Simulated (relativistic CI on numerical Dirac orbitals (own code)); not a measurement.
Mg²⁺: relativistic CI calculation

- system: Mg²⁺.
- method: Dirac-Coulomb-Breit CI, KLI orbitals optimised for each configuration, model QED (radiative potential, 1s self-energy scaled to tabulated hydrogen-like ionisation energies), valence Slater integrals scaled by 0.85, P86 correlation energy added to each configuration (relativistic CI on numerical Dirac orbitals, in-house)

Results in brief:

```
           quantity                      value
            outcome                  converged
       lowest level                    2p⁶ ¹S₀
first excited level  2p⁵ 3s ³P°₂, 422,942 cm⁻¹
  ionisation energy                  79.834 eV
    levels computed                        225
     SCF iterations                        129
           hardware  1 CPU thread, shared host
```

Remarks:

Caveats: near-neutral ion: configurations can be misplaced by up to about 10000 cm⁻¹, over 20000 where the f count changes; rates and lifetimes follow the computed energies and can be off by orders of magnitude; the fine structure of a weakly bound d or f electron outside closed shells is too small or inverted; only a limited list of configurations is included, so lower levels can be missing; only lines among the lowest 65 of 225 levels are drawn.

Input:
```
atom Mg  Z=12  charge=2  electrons=10
nucleus A=24  rms_radius_fm=3.0570
hamiltonian dirac-coulomb  breit=on  qed=on  c_scale=1
orbitals kli  potential=per-configuration
slater_scale 0.85
correlation p86
mixing on
configurations
  [He] 2s2 2p6
  [He] 2s2 2p5 3s
  [He] 2s2 2p5 3p
  [He] 2s2 2p5 3d
  [He] 2s2 2p5 4s
  [He] 2s2 2p5 4p
  [He] 2s2 2p5 4d
  [He] 2s2 2p5 4f
  [He] 2s2 2p4 3s2
  [He] 2s2 2p4 3s 3p
  [He] 2s 2p6 3s
  [He] 2s2 2p4 3p2
  [He] 2s2 2p4 3s 3d
  [He] 2s 2p6 3p
end
```

The run was one of a batch that the task file lists, launched with:
```bash
python <driver script> task.json out
```

The program writes its results to a structured record and prints no log; tables and figures of this report are taken from that record.

The lowest 30 levels:

| Configuration | Level | E (cm⁻¹) | LS purity (%) | Landé g | Lifetime (s; – stable or not computed) |
| --- | --- | --- | --- | --- | --- |
| 2p⁶ | ¹S₀ | 0 | 100 | – | – |
| 2p⁵ 3s | ³P°₂ | 422,900 | 100 | 1.501 | 1.4×10⁻¹ |
| 2p⁵ 3s | ³P°₁ | 424,100 | 94 | 1.470 | 1.7×10⁻⁹ |
| 2p⁵ 3s | ³P°₀ | 425,100 | 100 | – | 2.0×10¹ |
| 2p⁵ 3s | ¹P°₁ | 428,500 | 94 | 1.030 | 1.1×10⁻¹⁰ |
| 2p⁵ 3p | ³S₁ | 465,600 | 98 | 1.995 | 3.4×10⁻⁹ |
| 2p⁵ 3p | ³D₃ | 471,000 | 100 | 1.334 | 2.3×10⁻⁹ |
| 2p⁵ 3p | ³D₂ | 471,600 | 86 | 1.157 | 2.3×10⁻⁹ |
| 2p⁵ 3p | ³D₁ | 472,400 | 87 | 0.587 | 2.3×10⁻⁹ |
| 2p⁵ 3p | [(2p₃/₂)³ 3p₃/₂] J = 2 | 473,800 | 55 | 1.218 | 2.2×10⁻⁹ |
| 2p⁵ 3p | ¹P₁ | 474,800 | 58 | 1.081 | 2.3×10⁻⁹ |
| 2p⁵ 3p | [2p₁/₂ 3p₃/₂] J = 2 | 475,200 | 55 | 1.292 | 2.1×10⁻⁹ |
| 2p⁵ 3p | ³P₀ | 475,500 | 100 | – | 1.9×10⁻⁹ |
| 2p⁵ 3p | ³P₁ | 475,700 | 65 | 1.337 | 2.1×10⁻⁹ |
| 2p⁵ 3p | ¹S₀ | 495,200 | 94 | – | 7.8×10⁻¹⁰ |
| 2p⁵ 3d | ³P°₀ | 526,500 | 100 | – | 8.6×10⁻¹⁰ |
| 2p⁵ 3d | ³P°₁ | 526,700 | 97 | 1.480 | 7.4×10⁻¹⁰ |
| 2p⁵ 3d | ³P°₂ | 527,200 | 91 | 1.468 | 8.7×10⁻¹⁰ |
| 2p⁵ 3d | ³F°₄ | 527,800 | 100 | 1.250 | 8.7×10⁻¹⁰ |
| 2p⁵ 3d | [(2p₃/₂)³ 3d₃/₂] J = 3 | 528,100 | 69 | 1.063 | 8.8×10⁻¹⁰ |
| 2p⁵ 3d | ³F°₂ | 528,900 | 68 | 0.793 | 8.7×10⁻¹⁰ |
| 2p⁵ 3d | [(2p₃/₂)³ 3d₅/₂] J = 3 | 529,200 | 47 | 1.144 | 8.9×10⁻¹⁰ |
| 2p⁵ 3d | ³D°₁ | 530,400 | 76 | 0.624 | 1.0×10⁻¹⁰ |
| 2p⁵ 3d | [2p₁/₂ 3d₃/₂] J = 2 | 530,900 | 40 | 0.942 | 8.7×10⁻¹⁰ |
| 2p⁵ 3d | [2p₁/₂ 3d₅/₂] J = 3 | 531,000 | 58 | 1.210 | 8.8×10⁻¹⁰ |
| 2p⁵ 3d | [2p₁/₂ 3d₅/₂] J = 2 | 531,200 | 54 | 1.132 | 8.8×10⁻¹⁰ |
| 2p⁵ 3d | ¹P°₁ | 532,700 | 75 | 0.896 | 3.3×10⁻¹¹ |
| 2p⁵ 4s | ³P°₂ | 542,200 | 100 | 1.501 | 8.4×10⁻¹⁰ |
| 2p⁵ 4s | [(2p₃/₂)³ 4s] J = 1 | 543,000 | 67 | 1.338 | 5.1×10⁻¹⁰ |
| 2p⁵ 4s | ³P°₀ | 544,400 | 100 | – | 8.4×10⁻¹⁰ |

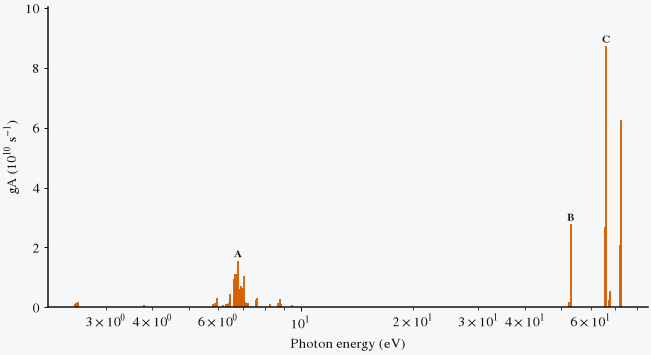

The stronger electric dipole lines (weighted rates gA) for Mg²⁺ (magnesium, Z = 12). A: 2p⁵ 4f ³G₅ → 2p⁵ 3d ³F°₄, 6.788 eV, gA = 1.6×10¹⁰ s⁻¹; B: 2p⁵ 3s ¹P°₁ → 2p⁶ ¹S₀, 53.12 eV, gA = 2.8×10¹⁰ s⁻¹; C: 2p⁵ 3d ¹P°₁ → 2p⁶ ¹S₀, 66.04 eV, gA = 8.7×10¹⁰ s⁻¹. The strongest, C, lies in the extreme ultraviolet region.
